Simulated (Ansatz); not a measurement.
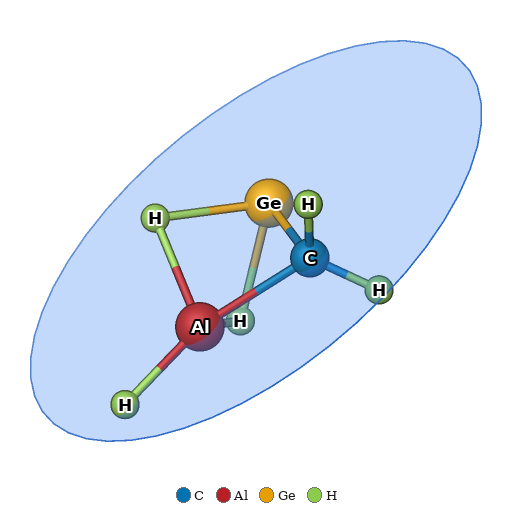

All proper rotation axes (lines) and mirror planes (discs) of the structure are drawn in. Distant atoms are faded towards the background colour. The computed structure is the end point of a PBE0-D4/def2-TZVP optimisation. No frequency run is at hand to confirm it as a minimum.

**Name the symmetry elements and the point group.**

It has 1 mirror plane. Point group Cs. The group has 2 operations. The geometry is achiral, and symmetry allows a dipole moment.
